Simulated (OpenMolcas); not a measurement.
# CHNS (isothiocyanic acid): a line through the functionals

CHNS: 4 atoms, total charge 0, spin state singlet. As SMILES, `N=C=S`. The shape is that of a PBE0-D4/def2-TZVP optimisation.

The electronic atomisation energy y, in eV, basis def2-TZVP; a is the functional's share of exact exchange. Programs: OpenMolcas 26.06.

| functional | program | a | y (eV) |
| --- | --- | --- | --- |
| r2SCAN | OpenMolcas | 0 | 16.74 |
| BLYP | OpenMolcas | 0 | 17.00 |
| B3LYP | OpenMolcas | 0.2 | ? |
| PBE0 | OpenMolcas | 0.25 | 16.74 |
| BHLYP | OpenMolcas | 0.5 | 15.43 |

Question: Fit y = c + s·a to the known rows and predict B3LYP.

Answer: 
1. Means of the 4 rows: a = 0.1875, y = 16.477.
2. Σ(Δa)² = 0.17188, Σ(Δa·Δy) = -0.45812, so the slope is -0.45812/0.17188 = -2.6653.
3. Intercept: 16.477 − (-2.6653) × 0.1875 = 16.977. The largest residual of the fit is 0.43.
4. B3LYP: 16.977 + (-2.6653) × 0.2 = 16.44 eV.

The run gave 16.60 eV, so the prediction is off by -0.16 eV, within the scatter of the fit.

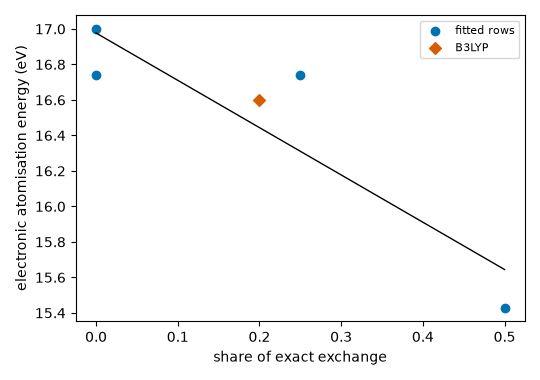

The fitted line, with the withheld row.
